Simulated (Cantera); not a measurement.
Charge: 1 mol BN, a varied amount of H₂O, 36 mol H₂, equilibrated at 1550 K and 133 Pa.

These are equilibrium values from Cantera (NASA tables, ideal gas, pure condensed phases), not measurements of a reactor. Candidate condensed phases: B, BN, B₂O₃, B₃O₃H₃, H₂O; 39 gas species. Gases not in the tables: H₃BO₃. The numbers say what is thermodynamically allowed, not how fast it happens.

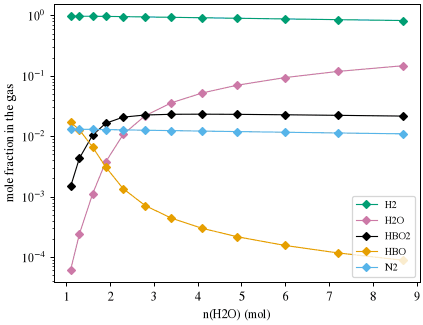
Figure: Equilibrium gas composition (values under 1e-9 drawn at 1e-9)

**Question.** Read off the mole fractions at 4.9 mol H₂O.

**Answer.** H₂ about 0.89, H₂O about 0.070, HBO₂ about 0.023, N₂ about 0.012, HBO about 0.00022.
